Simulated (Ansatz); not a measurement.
# HgTe, response to strain

The parent structure is HgTe in the zinc blende structure (space group F-43m, No. 216).

```yaml
crystal:
  lattice:
    - [0.00000, 3.25489, 3.25489]
    - [3.25489, 0.00000, 3.25489]
    - [3.25489, 3.25489, 0.00000]
  atoms:
    - { symbol: Hg, position: [0.00000, 0.00000, 0.00000] }
    - { symbol: Te, position: [0.25000, 0.25000, 0.25000] }
```

Cartesian axes are those of the cell as printed.

Strains are applied to the cell and any free atomic positions relax.

Computed with PBEsol, PAW, 420 eV (Ansatz, an electronic-structure program; scalar-relativistic without spin-orbit coupling).

Notes on the quantities. energy relative to the base: free energy F.

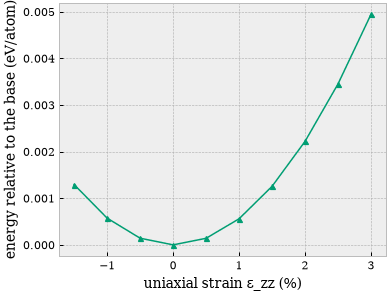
Fig. 1. Energy relative to the base against uniaxial strain ε_zz

```tsv
uniaxial strain ε_zz (%)	energy relative to the base
-1.5	+1.3 meV/atom
-1	+0.6 meV/atom
-0.5	+0.1 meV/atom
0.5	+0.1 meV/atom
1	+0.6 meV/atom
1.5	+1.3 meV/atom
2	+2.2 meV/atom
2.5	+3.5 meV/atom
3	+4.9 meV/atom
```

A case with no gap was solved on a k-mesh chosen for an insulator, which is coarse for it. Whether these cells are dynamically stable was not tested. The final runs are not spin-polarised.
